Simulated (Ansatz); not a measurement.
**A hypothetical structure for SbH2**

This structure for SbH2 is made up. Its elements were placed in a known structure type with a cell scaled to their sizes. What cell does the guess relax to, and how far off was it?

Main program and level: Ansatz 0.2.0; DFT, PBEsol, plane-wave PAW, files of the set soft_1, scalar-relativistic, no spin, cell and ions relaxed at zero pressure; PAW set soft_1.

## (1) The structure

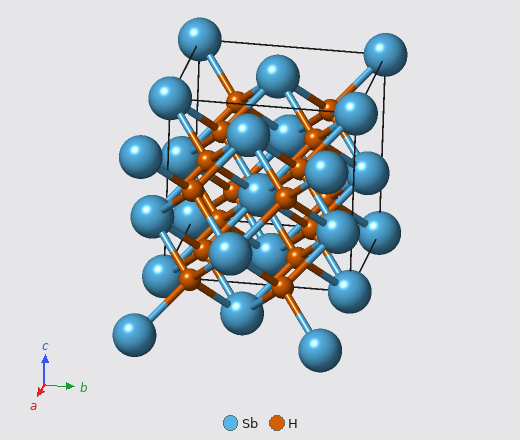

The cell as given, slightly off an axis (antimony blue, hydrogen orange). 2×1×1 cells are drawn. This picture shows the conventional cell, with its axes. Some periodic images of atoms are drawn too.

## (2) Relaxing cell and atoms

The guess takes its coordinates from another compound and its volume from a rule, so the cell and any free coordinates are relaxed together.

File input.yaml:

```yaml
crystal:
  lattice:
    - [0.0, 2.4985, 2.4985]
    - [2.4985, 0.0, 2.4985]
    - [2.4985, 2.4985, 0.0]
  atoms:
    - { symbol: Sb, position: [0.0, 0.0, 0.0] }
    - { symbol: H, position: [0.75, 0.75, 0.75] }
    - { symbol: H, position: [0.25, 0.25, 0.25] }
kpoints:
  mp_grid: { grid: [9, 9, 9] }
scf:
  occupations: { method: fermi_dirac, width: 0.05 }
hamiltonian:
  xc: pbesol
  pseudopotentials: { kind: paw, azcp: { folder: soft_1 }, xc_functional: pbe }
relax:
  f_tol: 0.015
  max_steps: 70
  cell: {}
output:
  forces: true
  stress: true
```

Started as:

```
ansatz run input.yaml --threads 4 --pin off --max-ram 8192MiB --backend cpu --events-out ev --progress --plain --runs-dir out
```

Numbers of over 12 decimals in the logs are rounded to 6 here.

Output:

```text
Engine: ansatz 0.2.0, aarch64-unknown-linux-gnu
Pseudopotentials: kind: paw
Pseudopotential: Sb, paw, valence charge 15, recommended cutoff 420 eV (normal), soft_1/Sb.paw.azcp
Pseudopotential: H, paw, valence charge 1, recommended cutoff 420 eV (normal), soft_1/H.paw.azcp
Functional definition: PBEsol
  exchange = pbesol_x
  correlation = pbesol_c
Crystal: 3 atoms, lattice volume = 31.194 Å³
Basis set: ecut = 420 eV, 609 PW (Γ), exchange–correlation on 48×48×48 points (8 copies of the dense FFT grid, shifted against one another)
Bands: 13, of which v1, the nominal top of the filled ones, is band 9 counted from 1 (8 counted from 0)
Symmetry: 48 space group operations
Space group: Fm-3m (ITA 225), of the structure as read, at distance tolerance 3.1e-5 Å
k-points: 35 of 729
Non-local potential: Sb, projectors of the file, l = 0: 2, l = 1: 2, l = 2: 2, l = 3: 1
Non-local potential: H, projectors of the file, l = 0: 2, l = 1: 1
PAW form: soft (Blöchl's): semilocal exchange-correlation on the pseudo side does not see the compensation charge
PAW frozen core: Sb, regenerated for the run's functional, and the local potential with it (the file was generated under x = pbe(κ = 0.804, μ = 0.219515), c = pbe(β = 0.066725))
PAW one-centre angular grid: Sb, 590 points (default); XC on 64 Gauss nodes
PAW one-centre angular grid: H, 110 points (default); XC on 64 Gauss nodes
Initial density: superposition of atomic densities (chi_scale 0.1, normalization cell, long waves kept (reshape's long-wave potential 0.00 eV rms))
Initial wavefunctions: pseudopotential atomic-orbital guess
Functional: x = pbesol(κ = 0.804, μ = 0.123457), c = pbesol(β = 0.046)
SCF iter   1: F=—  HF=-6437.712135 eV  |F-HF|=—  |Δ(HF+E_count)|=         —  Δρ=4.52e-2  dr2=6.78e-1  ethr=3.10e-3  ⟨swp⟩=6.0  Hψ=2781  notcnv=0
preconditioner: auto → none  [insulator: Δε(μ)=0.121 eV  Ē_g=12.077 eV  σ=0.050 eV  W_gap=0.54  n_scr=8 (ndim 8)  ℏωp=17.6 eV  f_vac=0.000  D(μ)=0.89/eV (n_scr^D=8)  ε∞_Penn≈3.1]
SCF iter   2: F=—  HF=-6437.464339 eV  |F-HF|=—  |Δ(HF+E_count)|=   2.48e-1  Δρ=9.30e-3  dr2=3.10e-2  ethr=3.10e-3  ⟨swp⟩=2.3  Hψ=926  notcnv=0  defer=14
SCF iter   3: F=—  HF=-6437.454696 eV  |F-HF|=—  |Δ(HF+E_count)|=   9.64e-3  Δρ=1.85e-3  dr2=7.34e-4  ethr=1.82e-4  ⟨swp⟩=2.1  Hψ=662  notcnv=0  defer=14
SCF iter   4: F=—  HF=-6437.454823 eV  |F-HF|=—  |Δ(HF+E_count)|=   1.27e-4  Δρ=5.01e-4  dr2=3.85e-5  ethr=4.32e-6  ⟨swp⟩=1.6  Hψ=473  notcnv=0  defer=14
SCF iter   5: F=—  HF=-6437.454840 eV  |F-HF|=—  |Δ(HF+E_count)|=   1.77e-5  Δρ=2.88e-5  dr2=1.15e-7  ethr=2.26e-7  ⟨swp⟩=1.4  Hψ=458  notcnv=0  defer=14
SCF iter   6: F=-6437.454840 eV  HF=-6437.454840 eV  |F-HF|=7.66e-9  |Δ(HF+E_count)|=   2.92e-8  Δρ=4.99e-6  dr2=7.12e-9  ethr=5.88e-10  ⟨swp⟩=4.9  Hψ=1519  notcnv=0
SCF 1 converged in 6 iterations: F = -6437.454840 eV  dr2 = 7.12e-9
  greatest PAW one-centre occupation: 0.996 electrons in one spin orbital (limit 2), on the Sb atom at site 0 (counted from 0), in its partial waves of l = 2
relax step   1: F+E_penalty+E_count = -6437.45484038 eV  Δ(F+E_penalty+E_count) = +0.000e0 eV  max|allowed force component| = 3.036e-18 eV/Å  Δτ_max = 0.0000 Å  P = +10.825 GPa  Ω = 31.194 Å³  (6 SCF iters, dr2 threshold 1.00e-7 eV, accepted)
Crystal: 3 atoms, lattice volume = 35.982 Å³
Basis set: ecut = 420 eV, 725 PW (Γ), exchange–correlation on 48×48×48 points (8 copies of the dense FFT grid, shifted against one another)
Initial density: handed on by an earlier stage of this run
Initial wavefunctions: those handed on with the density
iter 1 solved again at ethr=1.23e-4 eV; its pass at ethr=3.10e-3 eV (dr2=2.10e-2 eV) is discarded
SCF iter   1: F=—  HF=-6437.580360 eV  |F-HF|=—  |Δ(HF+E_count)|=         —  Δρ=7.78e-3  dr2=2.10e-2  ethr=1.23e-4  ⟨swp⟩=1.1  Hψ=3930  notcnv=0
preconditioner: auto → Kerker (q_TF=auto, 2.408 Å⁻¹)  [metal: Δε(μ)=0.023 eV  Ē_g=11.011 eV  σ=0.050 eV  W_gap=0.12  n_scr=14 (ndim 8)  ℏωp=16.4 eV  f_vac=0.001  D(μ)=1.41/eV (n_scr^D=14)]
SCF iter   2: F=—  HF=-6437.575962 eV  |F-HF|=—  |Δ(HF+E_count)|=   4.40e-3  Δρ=4.08e-3  dr2=6.65e-3  ethr=1.23e-4  ⟨swp⟩=1.0  Hψ=455  notcnv=0
SCF iter   3: F=—  HF=-6437.574322 eV  |F-HF|=—  |Δ(HF+E_count)|=   1.64e-3  Δρ=7.98e-4  dr2=3.39e-4  ethr=3.91e-5  ⟨swp⟩=2.0  Hψ=553  notcnv=0
SCF iter   4: F=—  HF=-6437.574393 eV  |F-HF|=—  |Δ(HF+E_count)|=   7.10e-5  Δρ=2.17e-4  dr2=2.46e-5  ethr=1.99e-6  ⟨swp⟩=1.3  Hψ=468  notcnv=0
SCF iter   5: F=—  HF=-6437.574399 eV  |F-HF|=—  |Δ(HF+E_count)|=   6.29e-6  Δρ=8.43e-5  dr2=1.28e-6  ethr=1.45e-7  ⟨swp⟩=2.0  Hψ=745  notcnv=0
SCF iter   6: F=-6437.574401 eV  HF=-6437.574401 eV  |F-HF|=6.56e-8  |Δ(HF+E_count)|=   1.95e-6  Δρ=1.20e-5  dr2=3.32e-8  ethr=1.76e-9  ⟨swp⟩=5.0  Hψ=1420  notcnv=0
SCF 2 converged in 6 iterations: F = -6437.574401 eV  dr2 = 3.32e-8
relax step   2: F+E_penalty+E_count = -6437.57440099 eV  Δ(F+E_penalty+E_count) = -1.196e-1 eV  max|allowed force component| = 3.566e-18 eV/Å  Δτ_max = 0.0000 Å  P = -1.399 GPa  Ω = 35.982 Å³  energy of the carried Pulay correction = -2.677e-3 eV  (6 SCF iters, dr2 threshold 3.00e-7 eV, accepted)
Crystal: 3 atoms, lattice volume = 35.361 Å³
Basis set: ecut = 420 eV, 701 PW (Γ), exchange–correlation on 48×48×48 points (8 copies of the dense FFT grid, shifted against one another)
iter 1 solved again at ethr=1.79e-6 eV; its pass at ethr=3.10e-3 eV (dr2=3.05e-4 eV) is discarded
SCF iter   1: F=—  HF=-6437.577953 eV  |F-HF|=—  |Δ(HF+E_count)|=         —  Δρ=9.61e-4  dr2=3.06e-4  ethr=1.79e-6  ⟨swp⟩=1.6  Hψ=3493  notcnv=0
preconditioner: auto → Kerker (q_TF=auto, 2.415 Å⁻¹)  [metal: Δε(μ)=0.019 eV  Ē_g=11.150 eV  σ=0.050 eV  W_gap=0.10  n_scr=14 (ndim 8)  ℏωp=16.5 eV  f_vac=0.000  D(μ)=1.29/eV (n_scr^D=14)]
SCF iter   2: F=—  HF=-6437.577886 eV  |F-HF|=—  |Δ(HF+E_count)|=   6.65e-5  Δρ=5.10e-4  dr2=9.89e-5  ethr=1.79e-6  ⟨swp⟩=1.0  Hψ=455  notcnv=0
SCF iter   3: F=—  HF=-6437.577866 eV  |F-HF|=—  |Δ(HF+E_count)|=   2.04e-5  Δρ=9.45e-5  dr2=4.36e-6  ethr=5.82e-7  ⟨swp⟩=1.9  Hψ=499  notcnv=0
SCF iter   4: F=—  HF=-6437.577866 eV  |F-HF|=—  |Δ(HF+E_count)|=   6.44e-7  Δρ=2.47e-5  dr2=3.09e-7  ethr=2.57e-8  ⟨swp⟩=1.1  Hψ=469  notcnv=0
SCF iter   5: F=-6437.577866 eV  HF=-6437.577866 eV  |F-HF|=2.48e-8  |Δ(HF+E_count)|=   3.14e-8  Δρ=1.03e-5  dr2=1.87e-8  ethr=1.76e-9  ⟨swp⟩=4.3  Hψ=1339  notcnv=0
SCF 3 converged in 5 iterations: F = -6437.577866 eV  dr2 = 1.87e-8
relax step   3: F+E_penalty+E_count = -6437.57786636 eV  Δ(F+E_penalty+E_count) = -3.465e-3 eV  max|allowed force component| = 6.553e-18 eV/Å  Δτ_max = 0.0000 Å  P = -0.206 GPa  Ω = 35.361 Å³  energy of the carried Pulay correction = -2.352e-3 eV  (5 SCF iters, dr2 threshold 3.00e-7 eV, accepted)
Crystal: 3 atoms, lattice volume = 35.256 Å³
iter 1 solved again at ethr=5.45e-8 eV; its pass at ethr=3.10e-3 eV (dr2=9.26e-6 eV) is discarded
SCF iter   1: F=—  HF=-6437.577989 eV  |F-HF|=—  |Δ(HF+E_count)|=         —  Δρ=1.70e-4  dr2=9.26e-6  ethr=5.45e-8  ⟨swp⟩=2.4  Hψ=3394  notcnv=0
preconditioner: auto → Kerker (q_TF=auto, 2.416 Å⁻¹)  [metal: Δε(μ)=0.020 eV  Ē_g=11.167 eV  σ=0.050 eV  W_gap=0.10  n_scr=14 (ndim 8)  ℏωp=16.5 eV  f_vac=0.000  D(μ)=1.29/eV (n_scr^D=14)]
SCF iter   2: F=—  HF=-6437.577988 eV  |F-HF|=—  |Δ(HF+E_count)|=   6.27e-7  Δρ=9.00e-5  dr2=3.04e-6  ethr=5.45e-8  ⟨swp⟩=1.0  Hψ=455  notcnv=0
SCF iter   3: F=—  HF=-6437.577987 eV  |F-HF|=—  |Δ(HF+E_count)|=   8.22e-7  Δρ=1.72e-5  dr2=1.54e-7  ethr=1.79e-8  ⟨swp⟩=1.9  Hψ=491  notcnv=0
SCF iter   4: F=-6437.577987 eV  HF=-6437.577987 eV  |F-HF|=1.37e-9  |Δ(HF+E_count)|=   2.63e-8  Δρ=3.53e-6  dr2=5.10e-9  ethr=6.22e-10  ⟨swp⟩=4.3  Hψ=1318  notcnv=0
SCF 4 converged in 4 iterations: F = -6437.577987 eV  dr2 = 5.10e-9
relax step   4: F+E_penalty+E_count = -6437.57798733 eV  Δ(F+E_penalty+E_count) = -1.210e-4 eV  max|allowed force component| = 6.312e-18 eV/Å  Δτ_max = 0.0000 Å  P = +0.006 GPa  Ω = 35.256 Å³  energy of the carried Pulay correction = -2.296e-3 eV  (4 SCF iters, dr2 threshold 1.06e-7 eV, accepted)
Basis set: ecut = 420 eV, 701 PW (Γ), exchange–correlation on 50×50×50 points (8 copies of the dense FFT grid, shifted against one another)
Initial wavefunctions: pseudopotential atomic-orbital guess (no wavefunctions were taken with the density)
iter 1 solved again at ethr=1.85e-7 eV; its pass at ethr=3.10e-3 eV (dr2=3.14e-5 eV) is discarded
SCF iter   1: F=—  HF=-6437.580759 eV  |F-HF|=—  |Δ(HF+E_count)|=         —  Δρ=5.40e-4  dr2=5.22e-6  ethr=1.85e-7  ⟨swp⟩=3.5  Hψ=4138  notcnv=0
preconditioner: auto → Kerker (q_TF=auto, 2.416 Å⁻¹)  [metal: Δε(μ)=0.020 eV  Ē_g=11.166 eV  σ=0.050 eV  W_gap=0.10  n_scr=14 (ndim 8)  ℏωp=16.5 eV  f_vac=0.000  D(μ)=1.29/eV (n_scr^D=14)]
SCF iter   2: F=—  HF=-6437.580919 eV  |F-HF|=—  |Δ(HF+E_count)|=   1.60e-4  Δρ=2.76e-4  dr2=1.29e-6  ethr=3.07e-8  ⟨swp⟩=2.7  Hψ=753  notcnv=0
SCF iter   3: F=—  HF=-6437.580971 eV  |F-HF|=—  |Δ(HF+E_count)|=   5.22e-5  Δρ=2.66e-5  dr2=2.19e-8  ethr=7.60e-9  ⟨swp⟩=2.0  Hψ=556  notcnv=0
SCF iter   4: F=—  HF=-6437.580971 eV  |F-HF|=—  |Δ(HF+E_count)|=   3.79e-7  Δρ=2.58e-6  dr2=1.09e-9  ethr=1.29e-10  ⟨swp⟩=2.0  Hψ=569  notcnv=0
SCF iter   5: F=—  HF=-6437.580971 eV  |F-HF|=—  |Δ(HF+E_count)|=   3.52e-9  Δρ=3.08e-7  dr2=3.25e-11  ethr=6.42e-12  ⟨swp⟩=2.6  Hψ=692  notcnv=0
SCF iter   6: F=-6437.580971 eV  HF=-6437.580971 eV  |F-HF|=0.00e0  |Δ(HF+E_count)|=  1.00e-11  Δρ=7.04e-8  dr2=2.80e-12  ethr=1.00e-12  ⟨swp⟩=5.7  Hψ=1634  notcnv=0
SCF 5 converged in 6 iterations: F = -6437.580971 eV  dr2 = 2.80e-12
relax step   5: F+E_penalty+E_count = -6437.58097137 eV  Δ(F+E_penalty+E_count) = -2.984e-3 eV  max|allowed force component| = 5.975e-18 eV/Å  Δτ_max = 0.0000 Å  P = +0.057 GPa  Ω = 35.256 Å³  stress off target by 5.75e-2 GPa  SCF on the basis re-selected at this cell (its energy is not comparable with the rows above)  (6 SCF iters)
basis re-selected at this cell: Δ(F+E_penalty+E_count) = -2.984e-3 eV, ΔP = +0.051 GPa vs the last step (what re-selecting the basis moved, of the pressure what is left beyond the Pulay correction that the steps carried, after the strain that the cell walked since its last selection, with what the two solves' SCF thresholds leave and, on support functions, any second-order correction that the steps lacked; it is no measure of the basis error at this ecutwfc). The dense FFT grid was sized anew with the basis: this SCF ran on 25×25×25 points, the steps before it on 24×24×24, so part of this shift can come from that change (see relax.cell in the input reference). [rest of the remark cut]
Crystal: 3 atoms, lattice volume = 35.284 Å³
iter 1 solved again at ethr=3.57e-9 eV; its pass at ethr=3.10e-3 eV (dr2=6.07e-7 eV) is discarded
SCF iter   1: F=—  HF=-6437.580961 eV  |F-HF|=—  |Δ(HF+E_count)|=         —  Δρ=4.37e-5  dr2=6.33e-7  ethr=3.57e-9  ⟨swp⟩=2.5  Hψ=3408  notcnv=0
preconditioner: auto → Kerker (q_TF=auto, 2.416 Å⁻¹)  [metal: Δε(μ)=0.020 eV  Ē_g=11.161 eV  σ=0.050 eV  W_gap=0.10  n_scr=14 (ndim 8)  ℏωp=16.5 eV  f_vac=0.000  D(μ)=1.29/eV (n_scr^D=14)]
SCF iter   2: F=—  HF=-6437.580961 eV  |F-HF|=—  |Δ(HF+E_count)|=   1.36e-7  Δρ=2.30e-5  dr2=2.02e-7  ethr=3.57e-9  ⟨swp⟩=1.0  Hψ=455  notcnv=0
SCF iter   3: F=—  HF=-6437.580961 eV  |F-HF|=—  |Δ(HF+E_count)|=   5.64e-8  Δρ=4.27e-6  dr2=9.24e-9  ethr=1.19e-9  ⟨swp⟩=1.8  Hψ=488  notcnv=0
SCF iter   4: F=-6437.580961 eV  HF=-6437.580961 eV  |F-HF|=1.36e-10  |Δ(HF+E_count)|=   1.15e-9  Δρ=1.17e-6  dr2=7.02e-10  ethr=4.86e-11  ⟨swp⟩=4.1  Hψ=1312  notcnv=0
SCF 6 converged in 4 iterations: F = -6437.580961 eV  dr2 = 7.02e-10
relax step   6: F+E_penalty+E_count = -6437.58096126 eV  Δ(F+E_penalty+E_count) = +1.011e-5 eV  max|allowed force component| = 6.264e-18 eV/Å  Δτ_max = 0.0000 Å  P = +0.001 GPa  Ω = 35.284 Å³  energy of the carried Pulay correction = -1.520e-5 eV  (4 SCF iters, dr2 threshold 8.25e-9 eV, accepted)
iter 1 solved again at ethr=2.03e-7 eV; its pass at ethr=3.10e-3 eV (dr2=3.46e-5 eV) is discarded
SCF iter   1: F=—  HF=-6437.580992 eV  |F-HF|=—  |Δ(HF+E_count)|=         —  Δρ=3.98e-6  dr2=2.46e-9  ethr=2.03e-7  ⟨swp⟩=3.4  Hψ=4128  notcnv=0
eigensolver tolerance schedule: the retry pair's looser diagonalisation over-reported the residual by 14074.66 of it (diagonalisation noise at 12.03 of the residual, at the tolerance the schedule requests for it); recorded, not acted on — ethr = c·dr2/N_el stays at c = 1.0e-1
SCF iter   2: F=—  HF=-6437.580994 eV  |F-HF|=—  |Δ(HF+E_count)|=   2.02e-6  Δρ=1.64e-6  dr2=3.03e-10  ethr=1.44e-11  ⟨swp⟩=3.1  Hψ=1010  notcnv=0
SCF iter   3: F=—  HF=-6437.580994 eV  |F-HF|=—  |Δ(HF+E_count)|=  3.94e-10  Δρ=9.03e-7  dr2=1.48e-10  ethr=1.78e-12  ⟨swp⟩=1.1  Hψ=463  notcnv=0
SCF iter   4: F=-6437.580994 eV  HF=-6437.580994 eV  |F-HF|=3.64e-12  |Δ(HF+E_count)|=  1.92e-10  Δρ=2.03e-7  dr2=1.44e-11  ethr=1.00e-12  ⟨swp⟩=4.8  Hψ=1893  notcnv=0
SCF 7 converged in 4 iterations: F = -6437.580994 eV  dr2 = 1.44e-11
relax step   7: F+E_penalty+E_count = -6437.58099444 eV  Δ(F+E_penalty+E_count) = -3.318e-5 eV  max|allowed force component| = 4.674e-18 eV/Å  Δτ_max = 0.0000 Å  P = +0.002 GPa  Ω = 35.284 Å³  stress off target by 1.58e-3 GPa  SCF on the basis re-selected at this cell (its energy is not comparable with the rows above)  (4 SCF iters)
basis re-selected at this cell: Δ(F+E_penalty+E_count) = -3.318e-5 eV, ΔP = +0.000 GPa vs the last step (what re-selecting the basis moved, of the pressure what is left beyond the Pulay correction that the steps carried, after the strain that the cell walked since its last selection, with what the two solves' SCF thresholds leave and, on support functions, any second-order correction that the steps lacked; it is no m [...]
SCF converged after 4 iterations
Free energy (F): -6437.580994 eV
Harris-Foulkes:  -6437.580994 eV  (|F-HF|=3.64e-12)
Internal energy: -6437.571349 eV  (E = F + TS)
E sigma→0 (E₀):  -6437.576172 eV
Entropy (-TS):   -0.009646 eV (-3.215 meV/atom)
Fermi energy:    9.416537 eV
--- Per-component energies (eV) ---
  E_band       = -173.930217
  E_kinetic    = 187.656451
  E_local      = -1566.587963  (includes V_loc(G=0)·N_el)
  E_nonlocal   = 391.002644
  E_hartree    = 641.053049
  E_xc         = -116.156178
  E_vxc        = -114.084794  (∫ρ·V_xc dr)
  E_paw        = -4466.097123  (= ΣΔE_a)
  E_vpaw       = -354.021382  (= ΣTr[D̂ρ^β])
  E_aug_tail   = -0.001376  (compensation charges beyond the density's cutoff)
  E_ewald      = -1508.772707
  E_core_change = 0.331855  (= ΣΔE_core)
  E_smearing   = -0.009646  (= −TS)
  E_closure    = 0.000000  (closes the sum)
  Σ components = -6437.580994   (vs F -6437.580994, Δ=0.00e0)
--- Forces (eV/Å), atoms counted from 1 ---
  atom   1  Sb     0.00000000     0.00000000     0.00000000
  atom   2  H      0.00000000     0.00000000     0.00000000
  atom   3  H     -0.00000000    -0.00000000    -0.00000000
  max |Σ_I F_I| component: 3.47e-18 eV/Å
--- Stress (GPa, compression-positive) ---
        0.001584       0.000000       0.000000
        0.000000       0.001584       0.000000
        0.000000       0.000000       0.001584
  P = ⅓ Tr σ = 0.0016 GPa (0.016 kbar)
--- Relaxed structure (5 steps of the walk, 5 accepted, 2 SCFs on fresh bases) ---
  F+E_penalty+E_count = -6437.58099444 eV   max|allowed force component| = 4.674e-18 eV/Å   (the final SCF, on the basis selected at the relaxed cell)
  cell:  # Å, volume = 35.2841 Å³
    - [0, 2.603253, 2.603253]
    - [2.603253, 0, 2.603253]
    - [2.603253, 2.603253, 0]
  atoms:
    - { symbol: Sb, position: [0, 0, 0] }
    - { symbol: H, position: [0.750000, 0.750000, 0.750000] }
    - { symbol: H, position: [0.25, 0.25, 0.25] }
```

The job ended after 3.1 s (4 threads of Arm Neoverse N1, shared host; peak memory 0.34 GiB).

Step by step:

```tsv
step	energy less that of the first step (eV)	largest force component (eV/Å)	pressure (GPa)	volume (Å³)
1	0.0000	0.0000	10.83	31.19
2	-0.1196	0.0000	-1.40	35.98
3	-0.1230	0.0000	-0.21	35.36
4	-0.1231	0.0000	0.01	35.26
5*	-0.1261	0.0000	0.06	35.26
6	-0.1261	0.0000	0.00	35.28
7*	-0.1262	0.0000	0.00	35.28
```

Relaxation steps marked * repeat the geometry before them on a plane-wave basis chosen anew for their cell, so energy and pressure can jump there.

Forces are held to the 48 operations that the run works with; a distortion that breaks them can't arise in this run.

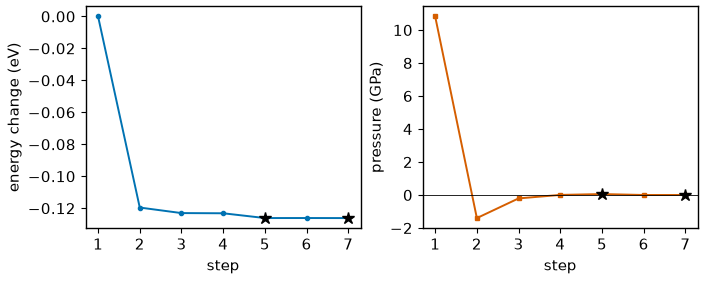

Energy and pressure along the relaxation. Stars mark steps on a basis chosen anew.

```tsv
conventional cell, symmetrised	before	after	change
a (Å)	4.997	5.207	+4.2 %
b (Å)	4.997	5.207	+4.2 %
c (Å)	4.997	5.207	+4.2 %
volume (Å³/atom)	10.40	11.76	+13.1 %
```

Final coordinates:

```xyz
3
Lattice="0.0000 2.6033 2.6033 2.6033 0.0000 2.6033 2.6033 2.6033 0.0000" Properties=species:S:1:pos:R:3 pbc="T T T"
Sb    0.0000    0.0000    0.0000
H     3.9049    3.9049    3.9049
H     1.3016    1.3016    1.3016
```

This step gave:

```
free energy             : -6437.5810 eV
energy at zero smearing : -6437.5762 eV
smearing term TS        : 0.009646 eV
Fermi energy            : 9.417 eV
electrons               : 17
symmetry operations     : 48
pressure                : 0.001584 GPa
```

Shortest distances by pair of elements, guess and relaxed (not always the same contact):

```tsv
pair	guess (Å)	relaxed (Å)
H–Sb	2.164	2.254
H–H	2.498	2.603
Sb–Sb	3.533	3.682
```

The relaxation ends with a pressure of 0.00 GPa.

## (3) Outcome

```
space group, relaxed : Fm-3m
conventional cell    : a = 5.207, b = 5.207, c = 5.207 Å; α = 90.0°, β = 90.0°, γ = 90.0°
volume per atom      : 11.76 Å³ (guess 10.40)
```

In words: SbH2 relaxes to Fm-3m with a = 5.207, b = 5.207 and c = 5.207 Å. The guessed volume was 12 % too small. The space group Fm-3m was held in the relaxation, so the end point is a stationary structure within it and may be a saddle against distortions or other arrangements. Mesh and cutoff weren't tested. Spin-orbit coupling is left out, which can matter for elements this heavy. No dispersion term is used, so weakly bound directions may come out too long. Nothing here tests whether the compound is stable against decomposition.

[Logs are printed without paths, hosts, clocks, repeated set-up lines and the standing remarks that a program may print on its own settings, such as how far it seeks lower states.]

[Hosts, paths, dates, database ids (printed as entryN), source tags and the programs' standing remarks are cut or masked in the printed files.]
